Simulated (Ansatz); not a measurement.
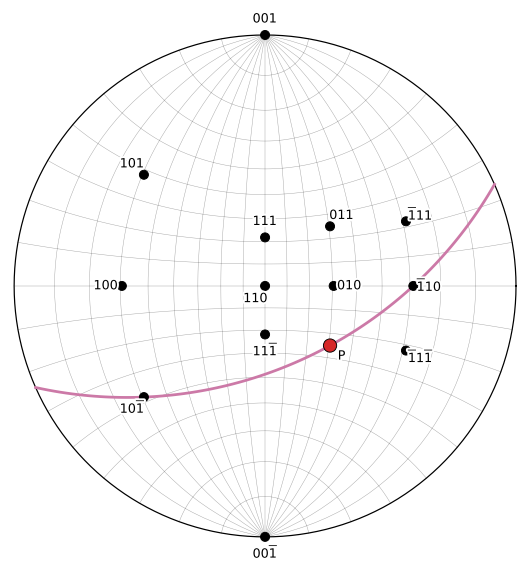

For Br, the input geometry of an electronic-structure calculation (not necessarily at equilibrium): stereographic projection of plane normals (upper hemisphere) centred on (1 1 0). The drawing is computed from the coordinates (standard cell, symmetry found to 0.002 Å).

a = 6.647 Å, b = 3.927 Å, c = 8.415 Å, α = 90.00°, β = 90.00°, γ = 90.00°.

> Index the pole marked P.

P is (0 1 −1), 38.7° from the centre.

> Which zone does the coloured great circle trace?

The zone [1 1 1]: its poles satisfy h + k + l = 0.

> What is the angle between the normals of (1 0 −1) and (1 1 −1), and what are their d_hkl = 1/|g|?

53.0°; d = 5.216 Å and 3.137 Å.
